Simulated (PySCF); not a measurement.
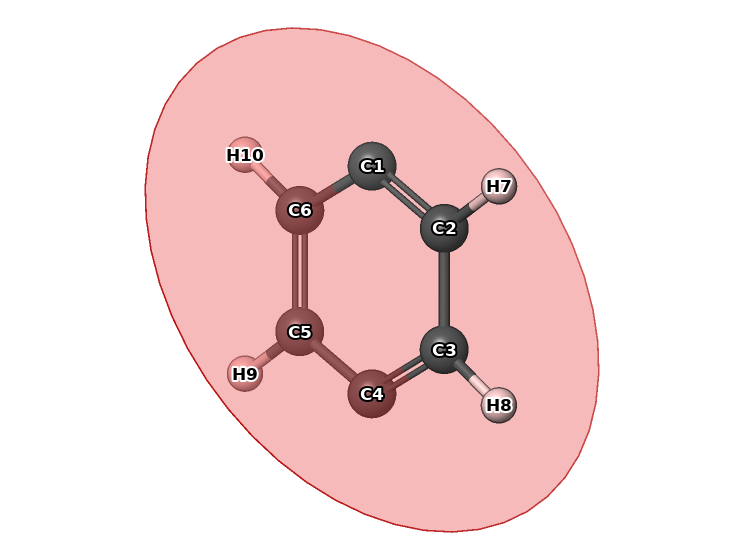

A disc through the centre of mass is drawn in. Depth is shown by fading: the farther an atom, the more it takes the colour of the background. Charge 0, triplet. The geometry was computed by an optimisation with PBE0-D3(BJ)/def2-SVP. No frequency run is at hand to confirm it as a minimum.

> Is the plane of the disc a mirror plane of the structure?

No. The point group is D2h, with 3 C2 axes, 3 mirror planes and a centre of inversion, and this plane isn't one of its mirror planes.

The spin state was imposed, and no run here compares it with a lower spin, which may lie lower.
